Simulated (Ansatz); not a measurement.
**AlH2F (SMILES [H][Al]([H])[F]) at CCSDT/STO-3G**

Aim: the energy change on altering one bond length of AlH2F at CCSDT/STO-3G, from 2 runs. 

The results are computed with Ansatz 0.2.0.

52 further runs of the same task are left out: 52 set aside as unsound or not needed.

## 1. The system as given

AlH2F has 4 atoms, charge 0, and is taken as a singlet. SMILES: `[H][Al]([H])[F]`. Geometry: a GFN2-xTB relaxation, a rough one for these elements and not checked as a minimum.

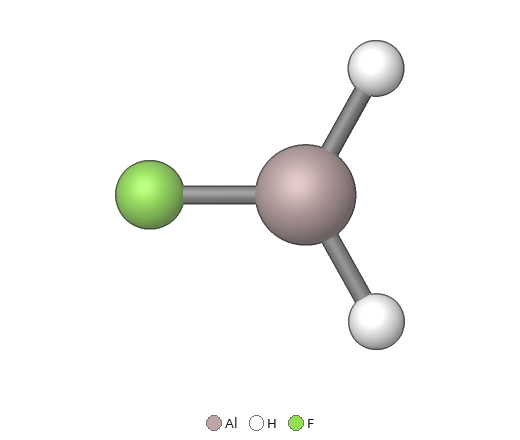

Viewed from a chosen angle; aluminium light grey, hydrogen white, fluorine green.

## 2. The energy at CCSDT/STO-3G

input.yaml reads:

```yaml
crystal:
  periodic: [false, false, false]
  atoms:
    - {symbol: Al, position_ang: [0.019600, 0.032680, 0.000940]}
    - {symbol: H, position_ang: [1.546910, -0.017870, 0.014080]}
    - {symbol: H, position_ang: [-0.738990, 1.358820, -0.019420]}
    - {symbol: F, position_ang: [-0.827520, -1.373630, 0.004400]}
basis:
  gaussian: {orbitals: STO-3G}
correlation: {method: ccsdt, frozen_orbitals: {Al: 5, F: 1, H: 0}}
accuracy: high
scf: {omitted_lower_state_checks: [cluster_reference, increment]}
```

The run is started by

```bash
$ ansatz run input.yaml --threads 1 --pin off --max-ram 2610MiB --events-out events.jsonl --progress --plain --runs-dir runs
```

What it wrote, shortened:

```text
Warning: RAYON_NUM_THREADS=1 ignored (pool sized by the plan → 1); use --threads N
Functional definition: HF
  name "HF"
[...]
267 factors; integrals over basis functions are off by at most 2.8e-8 eV
[...]
mean field -9203.82288161 eV, -338.2342523241 hartree, gradient 3.5e-8 eV, S^2 0.000000; 0 other end points of the search recorded, 0 dependent functions left out
6 core orbitals not correlated: weight in the atoms' cores, before any rotation towards them, 0.999 or more for the frozen orbitals, at most 0.000 for the correlated occupied ones
reference -9203.82288161 eV, -338.2342523241 hartree; 6, 6 occupied and 4, 4 virtual orbitals, 267 factors
second order -1.27945242 eV of doubles, -0.00000000 eV of singles
cycle   1  -1.49322142 eV  change   -2.1e-1 eV  update   7.7e-2
[...]
cycle  23  -1.79651548 eV  change   3.5e-10 eV  update  7.7e-10
Total energy: -9205.61939709 eV, -338.3002730502 hartree
Checks for a lower state left out: cluster_reference, increment
```

Wall time 0.18 s (1 thread of Arm Neoverse V1, shared host).

## 3. The distorted shape

molecule.yaml reads:

```yaml
crystal:
  periodic: [false, false, false]
  atoms:
    - {symbol: Al, position_ang: [-0.362274, 0.045319, -0.002345]}
    - {symbol: H, position_ang: [1.546910, -0.017870, 0.014080]}
    - {symbol: H, position_ang: [-1.120864, 1.371459, -0.022705]}
    - {symbol: F, position_ang: [-1.209394, -1.360991, 0.001115]}
basis:
  gaussian:
    orbitals: STO-3G
correlation:
  method: ccsdt
  frozen_orbitals: {Al: 5, F: 1, H: 0}
accuracy: high
scf:
  omitted_lower_state_checks: [cluster_reference, increment]
```

The run is started by

```bash
$ ansatz run molecule.yaml --threads 1 --pin off --max-ram 2610MiB --events-out events.jsonl --progress --plain --runs-dir runs
```

What it wrote, shortened:

```text
Warning: RAYON_NUM_THREADS=1 ignored (pool sized by the plan → 1); use --threads N
Functional definition: HF
  name "HF"
[...]
267 factors; integrals over basis functions are off by at most 3.5e-8 eV
[...]
mean field -9202.24055039 eV, -338.1761027241 hartree, gradient 5.5e-9 eV, S^2 0.000000; 0 other end points of the search recorded, 0 dependent functions left out
6 core orbitals not correlated: weight in the atoms' cores, before any rotation towards them, 1.000 or more for the frozen orbitals, at most 0.000 for the correlated occupied ones
reference -9202.24055039 eV, -338.1761027241 hartree; 6, 6 occupied and 4, 4 virtual orbitals, 267 factors
second order -1.49330944 eV of doubles, -0.00000000 eV of singles
cycle   1  -1.78351902 eV  change   -2.9e-1 eV  update   8.8e-2
[...]
cycle  25  -2.17819928 eV  change   1.4e-10 eV  update   1.2e-9
Total energy: -9204.41874967 eV, -338.2561500711 hartree
Checks for a lower state left out: cluster_reference, increment
```

It took 0.18 s on 1 thread of Arm Neoverse V1, shared host.

## 4. What came out

Level: CCSDT/STO-3G, 6 core orbitals frozen.

| quantity | value |
| --- | --- |
| first shape: total energy | -338.30027 Eh |
| first shape: correlation energy (6 core orbitals frozen) | -66.0 mEh |
| first shape: T1 diagnostic | 0.017 |
| distorted shape: total energy | -338.25615 Eh |
| distorted shape: correlation energy (6 core orbitals frozen) | -80.0 mEh |
| distorted shape: T1 diagnostic | 0.018 |
| energy change with the Al1–H2 bond stretched from 1.528 to 1.910 Å | 1.201 eV |

What this shows: With the Al1–H2 bond stretched from 1.528 to 1.910 Å the energy rises by 1.20 eV (28 kcal/mol). The first shape isn't relaxed at this level, so the change isn't measured from a minimum. The minimal basis adds a large error of its own.
